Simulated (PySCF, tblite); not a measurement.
# C4H8Al2Cl2: geometry, infrared bands and NMR shifts

Wanted: the infrared bands and NMR shifts of C4H8Al2Cl2 (`CCC#[C][AlH-]1[Cl+][AlH2-][Cl+]1`), by calculation.

The runs use tblite 0.8.0 and PySCF 2.14.0, with density-fitted response routines of our own; the level of theory stands in each step. All values are computed, except where a source is named. Atoms count from 0, in the outputs and in this text.

**1. The molecule as given**

16 atoms, charge 0, multiplicity 1; geometry from: force field or distance geometry start.

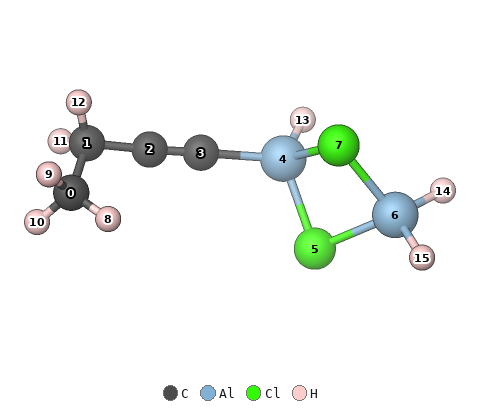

The starting geometry (carbon dark grey, aluminium light blue, chlorine green, hydrogen pink), atoms numbered.

**2. Geometry optimisation with GFN2-xTB**

Job settings and geometry (Å):

```
{"job": {"kind": "relax", "xc": "GFN2-xTB", "basis": "xTB"}, "charge": 0, "multiplicity": 1}
C     -3.294300     0.295800     0.324700
C     -2.718000     0.180100    -1.048800
C     -1.249800     0.064300    -0.880900
C     -0.049100     0.001500    -0.778000
Al     1.884400    -0.132500    -0.610900
Cl     2.518300    -1.097800     1.257800
Al     4.165600     0.413300     1.331000
Cl     2.788300     1.732000     0.190400
H     -2.562400     0.433900     1.145200
H     -3.965600     1.214100     0.348400
H     -4.003600    -0.544500     0.576500
H     -3.126200    -0.671800    -1.627400
H     -2.976700     1.105500    -1.601600
H      2.605600    -0.655100    -1.932200
H      5.465000     0.000200     0.489800
H      4.510900     0.937300     2.804400
```

On the command line:

```console
> OMP_NUM_THREADS=1 python probes_run.py task.json out
```

This one command runs all jobs of the session in turn.

The program printed:

```text
step      E/eV     max force
  0    -653.08859    3.067
  1    -653.23291    2.862
  2    -653.28797    2.088
  3    -653.35773    0.502
  4    -653.40122    0.504
  5    -653.42897    0.516
  6    -653.45116    0.348
  7    -653.47448    0.321
  8    -653.49296    0.378
  9    -653.50795    0.326
 10    -653.51963    0.239
 11    -653.52871    0.237
 12    -653.53526    0.194
 13    -653.53943    0.175
 14    -653.54253    0.189
 15    -653.54600    0.150
 16    -653.55025    0.178
 17    -653.55485    0.182
 18    -653.55929    0.175
 19    -653.56354    0.186
 20    -653.56729    0.152
 21    -653.57005    0.129
 22    -653.57204    0.124
 23    -653.57378    0.107
 24    -653.57578    0.124
 25    -653.57813    0.139
 26    -653.58036    0.136
 27    -653.58225    0.116
 28    -653.58424    0.142
 29    -653.58691    0.153
 30    -653.59044    0.209
 31    -653.59453    0.210
 32    -653.59844    0.164
 33    -653.60182    0.147
 34    -653.60560    0.163
 35    -653.61040    0.172
 36    -653.61570    0.190
 37    -653.62076    0.181
 38    -653.62510    0.163
 39    -653.62871    0.157
 40    -653.63201    0.158
 41    -653.63558    0.165
 42    -653.63973    0.187
 43    -653.64517    0.233
 44    -653.64770    0.362
 45    -653.65810    0.203
 46    -653.66445    0.238
 47    -653.67311    0.160
 48    -653.67680    0.160
 49    -653.68246    0.153
 50    -653.68543    0.120
 51    -653.68767    0.121
 52    -653.68980    0.135
 53    -653.69241    0.151
 54    -653.69502    0.138
 55    -653.69732    0.118
 56    -653.69937    0.146
 57    -653.70229    0.182
 58    -653.70631    0.152
 59    -653.71021    0.153
 60    -653.71340    0.146
 61    -653.71633    0.191
 62    -653.71979    0.231
 63    -653.72355    0.200
 64    -653.72795    0.175
 65    -653.73247    0.162
 66    -653.73485    0.124
 67    -653.73738    0.084
 68    -653.73849    0.071
 69    -653.73935    0.089
 70    -653.74021    0.093
 71    -653.74119    0.080
 72    -653.74229    0.068
 73    -653.74337    0.069
 74    -653.74457    0.099
 75    -653.74575    0.084
 76    -653.74656    0.052
 77    -653.74693    0.049
 78    -653.74720    0.043
 79    -653.74747    0.039
 80    -653.74793    0.051
 81    -653.74824    0.040
 82    -653.74857    0.043
 83    -653.74885    0.041
 84    -653.74917    0.040
 85    -653.74952    0.049
 86    -653.74985    0.050
 87    -653.75008    0.051
 88    -653.75027    0.037
 89    -653.75052    0.037
 90    -653.75080    0.038
 91    -653.75106    0.040
 92    -653.75129    0.046
 93    -653.75157    0.044
 94    -653.75197    0.044
 95    -653.75245    0.041
 96    -653.75283    0.038
 97    -653.75305    0.037
 98    -653.75323    0.035
 99    -653.75352    0.048
100    -653.75402    0.063
101    -653.75481    0.081
102    -653.75585    0.102
103    -653.75701    0.103
104    -653.75816    0.084
105    -653.75924    0.093
106    -653.75996    0.172
107    -653.76052    0.167
108    -653.76101    0.061
109    -653.76139    0.047
110    -653.76158    0.056
111    -653.76178    0.040
112    -653.76191    0.023
113    -653.76202    0.036
114    -653.76213    0.037
115    -653.76222    0.024
116    -653.76231    0.021
117    -653.76238    0.021
118    -653.76245    0.026
119    -653.76251    0.017
120    -653.76255    0.016
121    -653.76258    0.015
122    -653.76262    0.020
123    -653.76266    0.019
124    -653.76270    0.015
125    -653.76274    0.015
126    -653.76278    0.020
127    -653.76283    0.021
128    -653.76287    0.015
129    -653.76290    0.016
130    -653.76293    0.018
131    -653.76298    0.021
132    -653.76309    0.029
133    -653.76327    0.036
134    -653.76352    0.034
135    -653.76373    0.029
136    -653.76385    0.024
137    -653.76395    0.026
138    -653.76403    0.026
139    -653.76412    0.021
140    -653.76418    0.017
141    -653.76424    0.023
142    -653.76433    0.027
143    -653.76445    0.029
144    -653.76459    0.021
145    -653.76469    0.021
146    -653.76474    0.016
147    -653.76476    0.013
148    -653.76479    0.012
149    -653.76483    0.019
150    -653.76489    0.025
151    -653.76495    0.024
152    -653.76501    0.024
153    -653.76507    0.020
154    -653.76511    0.017
155    -653.76516    0.020
156    -653.76519    0.016
157    -653.76522    0.016
158    -653.76524    0.010
159    -653.76526    0.011
160    -653.76528    0.011
161    -653.76529    0.008
```

It took 3 s on 1 thread of Arm Neoverse N1, shared host; peak memory 0.18 GiB.

The steps of the relaxation: (not every step is listed)

| step | energy from step 0 (eV) | largest force (eV/Å) |
| --- | --- | --- |
| 0 | 0.0000 | 3.0673 |
| 1 | -0.1443 | 2.8624 |
| 2 | -0.1994 | 2.0883 |
| 3 | -0.2691 | 0.5024 |
| 4 | -0.3126 | 0.5036 |
| 5 | -0.3404 | 0.5155 |
| 6 | -0.3626 | 0.3477 |
| 7 | -0.3859 | 0.3211 |
| 8 | -0.4044 | 0.3783 |
| 22 | -0.4835 | 0.1241 |
| 36 | -0.5271 | 0.1900 |
| 50 | -0.5968 | 0.1199 |
| 64 | -0.6394 | 0.1751 |
| 78 | -0.6586 | 0.0427 |
| 92 | -0.6627 | 0.0459 |
| 106 | -0.6714 | 0.1725 |
| 120 | -0.6740 | 0.0157 |
| 134 | -0.6749 | 0.0335 |
| 148 | -0.6762 | 0.0117 |
| 156 | -0.6766 | 0.0158 |
| 157 | -0.6766 | 0.0159 |
| 158 | -0.6766 | 0.0105 |
| 159 | -0.6767 | 0.0107 |
| 160 | -0.6767 | 0.0110 |
| 161 | -0.6767 | 0.0084 |

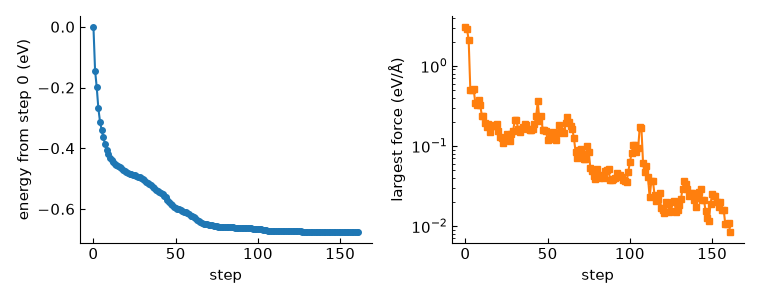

Energy and force, step by step.

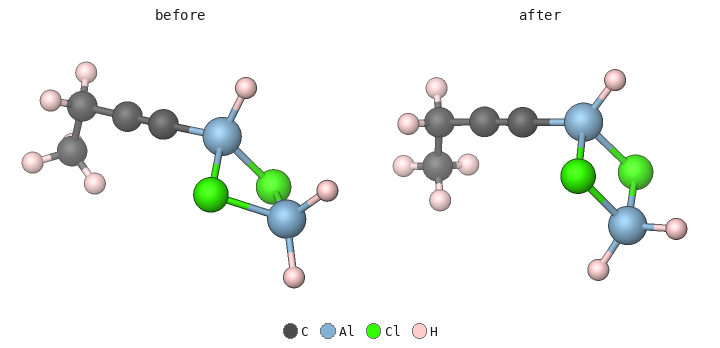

Before and after, at one scale.

Distances of close pairs at the start and the end, largest changes first:

```
   bond  before (Å)  after (Å)  change (Å)
Al6–H14       1.602      1.542      -0.060
Al6–H15       1.601      1.542      -0.060
Al4–H13       1.593      1.537      -0.056
Cl5–Al6       2.237      2.181      -0.056
  C0–H9       1.138      1.088      -0.050
Al6–Cl7       2.222      2.181      -0.041
 C0–H10       1.128      1.088      -0.040
  C0–C1       1.494      1.530      +0.036
```

The end geometry stands in the next job.

**3. Harmonic vibrations with GFN2-xTB**

Job settings and geometry (Å):

```
{"job": {"kind": "ir", "xc": "GFN2-xTB", "basis": "xTB"}, "charge": 0, "multiplicity": 1}
C     -3.039616     0.301088     0.562368
C     -2.553130     0.435370    -0.882171
C     -1.127602     0.191690    -0.978398
C      0.068901    -0.018319    -1.028261
Al     1.963156    -0.370454    -1.124572
Cl     2.585261    -1.375543     0.750848
Al     3.601341     0.438940     1.407851
Cl     3.055321     1.437073    -0.453211
H     -2.527753     1.016220     1.202441
H     -4.110282     0.486371     0.616723
H     -2.839355    -0.700095     0.937655
H     -3.077737    -0.282071    -1.521065
H     -2.766789     1.441564    -1.255888
H      2.832857    -0.988181    -2.231067
H      5.123904     0.192985     1.418450
H      2.803924     1.069791     2.566886
```

The program printed:

```text
mode    cm-1     km/mol
  1      -9.8      0.03
  2      30.8      0.02
  3      43.7      0.12
  4      77.9      0.21
  5     137.7      2.28
  6     148.6      2.44
  7     182.1      0.89
  8     209.6      1.53
  9     226.9      4.15
 10     247.8      0.98
 11     334.0     10.50
 12     337.9      8.56
 13     351.5     75.45
 14     374.9      0.12
 15     381.6     15.26
 16     417.4     32.57
 17     447.0     15.01
 18     505.0      2.34
 19     525.8     16.94
 20     614.2    442.38
 21     635.6    712.68
 22     758.6    359.11
 23     808.7      8.04
 24     945.3      1.00
 25    1066.7      0.18
 26    1076.8      5.74
 27    1094.8      3.95
 28    1223.6      0.25
 29    1308.1      2.41
 30    1408.9      1.01
 31    1447.3      1.09
 32    1494.5      3.37
 33    1500.8      3.13
 34    1797.9    115.30
 35    1811.1    243.82
 36    1831.6    308.43
 37    2238.6    256.27
 38    2938.4     24.33
 39    2953.7     32.06
 40    3033.2     52.72
 41    3038.6     34.79
 42    3043.1     19.09
```

Wall time 1.4 s (1 thread of Arm Neoverse N1, shared host); peak memory 0.18 GiB.

Which atoms move in the most intense modes:

```
cm⁻¹  km/mol                         atoms
 352    75.5  Al4 45 %, Cl7 19 %, Cl5 19 %
 614   442.4            H13 79 %, Al4 15 %
 636   712.7  H14 32 %, H15 31 %, H13 23 %
 759   359.1            H14 47 %, H15 46 %
1798   115.3            H14 57 %, H15 41 %
1811   243.8            H15 54 %, H14 39 %
1832   308.4                      H13 94 %
2239   256.3              C2 55 %, C3 44 %
```

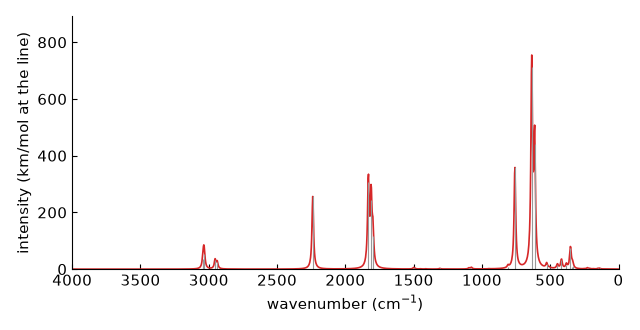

The infrared spectrum from these modes, unscaled. Lines are broadened to a width of 14 cm⁻¹ (Lorentzian).

**4. NMR shieldings: PBE0/pcSseg-1**

Same as in step 3 but for these lines:

```diff
@@ -1,2 +1,2 @@
-{"job": {"kind": "ir", "xc": "GFN2-xTB", "basis": "xTB"}, "charge": 0, "multiplicity": 1}
+{"job": {"kind": "nmr", "xc": "PBE0", "basis": "pcSseg-1"}, "charge": 0, "multiplicity": 1}
 C     -3.039616     0.301088     0.562368
```

Method: GIAO PBE0/pcSseg-1 NMR shielding, non-relativistic, gas phase.

The program printed:

```text
coarse grid: 15800 points
cycle   1  E = -1561.6900551370  dE =  7.752e-01  |g| = 4.713e-01  |ddm| = 3.916e+00
cycle   2  E = -1561.6876548606  dE =  2.400e-03  |g| = 4.856e-01  |ddm| = 1.235e+00
cycle   3  E = -1561.7472498018  dE = -5.959e-02  |g| = 1.237e-01  |ddm| = 6.273e-01
cycle   4  E = -1561.7503078942  dE = -3.058e-03  |g| = 5.943e-02  |ddm| = 1.349e-01
cycle   5  E = -1561.7512090973  dE = -9.012e-04  |g| = 7.863e-03  |ddm| = 5.240e-02
cycle   6  E = -1561.7512223002  dE = -1.320e-05  |g| = 1.932e-03  |ddm| = 1.037e-02
cycle   7  E = -1561.7512231433  dE = -8.431e-07  |g| = 5.122e-04  |ddm| = 2.587e-03
final grid: 135080 points
cycle   8  E = -1561.7971301649  dE = -3.727e-05  |g| = 7.164e-03  |ddm| = 4.283e-02
cycle   9  E = -1561.7971268367  dE =  3.328e-06  |g| = 7.593e-03  |ddm| = 1.353e-02
cycle  10  E = -1561.7971404225  dE = -1.359e-05  |g| = 2.130e-03  |ddm| = 6.962e-03
cycle  11  E = -1561.7971414776  dE = -1.055e-06  |g| = 6.182e-04  |ddm| = 1.998e-03
cycle  12  E = -1561.7971415674  dE = -8.985e-08  |g| = 6.273e-05  |ddm| = 4.438e-04
cycle  13  E = -1561.7971415683  dE = -8.740e-10  |g| = 2.077e-05  |ddm| = 1.031e-04
converged SCF energy = -1561.7971415683

GIAO shielding tensors (ppm)
atom      isotropic    diamagn.    paramagn.     s11        s22        s33       span
  0 C      170.133     247.972     -77.839    157.597    166.233    186.569     28.971
  1 C      169.880     251.611     -81.731    159.071    167.936    182.633     23.562
  2 C       64.305     272.849    -208.544    -46.055    -36.378    275.348    321.403
  3 C       94.777     252.130    -157.352     10.807     13.631    259.894    249.088
  4 Al     444.112     797.823    -353.711    396.422    401.810    534.105    137.683
  5 Cl     925.818    1152.487    -226.670    834.077    938.700   1004.676    170.600
  6 Al     412.766     795.546    -382.779    358.329    382.200    497.770    139.441
  7 Cl     925.831    1151.412    -225.581    834.027    938.444   1005.023    170.996
  8 H       30.338      31.326      -0.988     26.491     29.180     35.343      8.852
  9 H       30.596      27.452       3.144     26.034     27.525     38.230     12.196
 10 H       30.364      31.003      -0.639     26.691     28.995     35.407      8.716
 11 H       29.290      28.612       0.678     23.972     28.353     35.546     11.574
 12 H       29.292      29.158       0.134     24.089     28.420     35.367     11.279
 13 H       27.254      28.532      -1.278     23.657     24.423     33.683     10.025
 14 H       27.155      27.731      -0.576     23.820     24.241     33.404      9.584
 15 H       27.128      29.727      -2.599     24.068     24.489     32.828      8.760
```

Run time: 65 s. Hardware: 1 thread of Arm Neoverse N1, shared host; peak memory 0.85 GiB.

The references, computed at this level on geometries of the same kind, shield at (ppm): 1H TMS 31.72, 13C TMS 186.9, 27Al AlH4- 490.0, 35Cl HCl 950. Their shielding less the atom's gives the shift. The references are single molecules in the gas phase. Shifts against hydride references such as AlH4− lie on their own scale. Atoms listed in one row are averaged.

```
      atoms                                                       environment  σ (ppm)  δ (ppm)
         C2                                                     alkyne carbon     64.3    122.6
         C3                                                     alkyne carbon     94.8     92.1
         C1                                               propargylic sp3 CH2    169.9     17.0
         C0                                                     methyl carbon    170.1     16.8
        H15     hydrogen on an aluminium bonded to 2 Cl, in a 4-membered ring    27.13     4.59
        H14     hydrogen on an aluminium bonded to 2 Cl, in a 4-membered ring    27.16     4.56
        H13  hydrogen on an aluminium bonded to C, 2 Cl, in a 4-membered ring    27.25     4.46
   H11, H12                                 hydrogen on a propargylic sp3 CH2    29.29     2.43
H8, H9, H10                                       hydrogen on a methyl carbon    30.43     1.28
        Al6               aluminium bonded to 2 Cl, 2 H, in a 4-membered ring    412.8     77.2
        Al4              aluminium bonded to C, 2 Cl, H, in a 4-membered ring    444.1     45.9
   Cl5, Cl7                     chlorine bonded to 2 Al, in a 4-membered ring      926       24
```

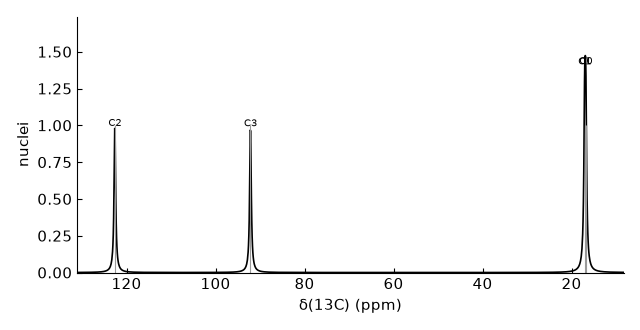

13C lines at the computed shifts, without couplings. Lines are broadened to a width of 0.42 ppm (Lorentzian).

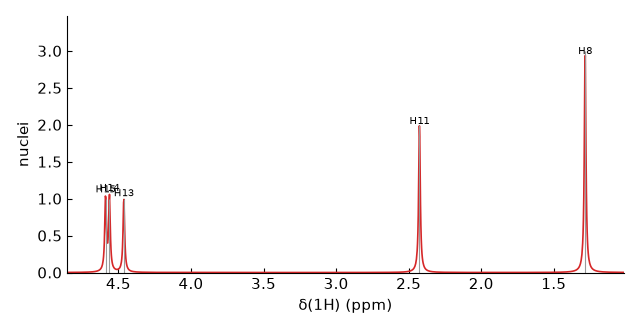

1H lines at the computed shifts, without couplings. Lines are broadened to a width of 0.01 ppm (Lorentzian).

The run also stored atomic charges by several schemes (e):

| atoms | Mulliken | IAO | Hirshfeld | ESP fit |
| --- | --- | --- | --- | --- |
| C0 | -0.28 | -0.41 | -0.11 | -0.32 |
| C1 | -0.22 | -0.27 | -0.05 | 0.20 |
| C2 | 0.11 | 0.01 | -0.02 | -0.09 |
| C3 | -0.50 | -0.44 | -0.27 | -0.47 |
| Al4 | 0.74 | 0.78 | 0.40 | 0.84 |
| Cl5, Cl7 | -0.32 | -0.23 | -0.02 | -0.22 |
| Al6 | 0.71 | 0.65 | 0.35 | 0.73 |

IAO charges:

C0 -0.41; C1 -0.27; C2 0.01; C3 -0.44; Al4 0.78; Cl5 -0.23; Al6 0.65; Cl7 -0.23; H8 0.15; H9 0.14; H10 0.15; H11 0.17; H12 0.17; H13 -0.21; H14 -0.22; H15 -0.22

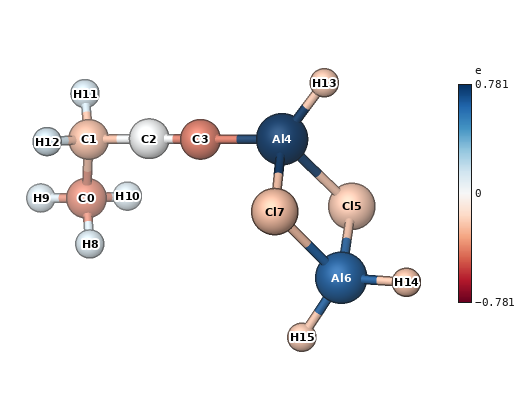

IAO charges, as colours on the atoms.

Mayer bond orders: C0–C1 1.05, C1–C2 1.09, C2–C3 2.36, C3–Al4 1.04, Al4–Cl5 0.53, Cl5–Al6 0.55, Al6–Cl7 0.55, Cl7–Al4 0.54.

**5. Results**

| quantity | value |
| --- | --- |
| strongest single infrared mode (GFN2-xTB) | 636 cm⁻¹, 713 km/mol |
| zero-point energy (GFN2-xTB) | 61.5 kcal/mol |
| 13C shifts against TMS (PBE0/pcSseg-1) | 122.6, 92.1, 17.0, 16.8 ppm |
| 1H shifts against TMS (PBE0/pcSseg-1, means over atoms taken as alike) | 4.59, 4.56, 4.46, 2.43, 1.28 ppm |
| 27Al shifts against AlH4- (PBE0/pcSseg-1) | 77.2, 45.9 ppm |
| 35Cl shifts against HCl (PBE0/pcSseg-1, means over atoms taken as alike) | 24 ppm |

Relaxing lowered the energy by 0.677 eV in 161 steps; the close pair that moved most is Al6–H14, from 1.602 to 1.542 Å. The lowest mode is slightly imaginary (10i cm⁻¹), a soft motion within the noise of the Hessian, so the minimum is not strictly shown. The strongest single mode, at 636 cm⁻¹, is spread over several atoms, H14, H15, H13 among them. Unscaled tight-binding wavenumbers are off by several per cent, some by more. Its intensities can rank the bands wrongly. At PBE0/pcSseg-1: Shielding is most anisotropic at C2 (span 321 ppm, paramagnetic term -209 ppm).
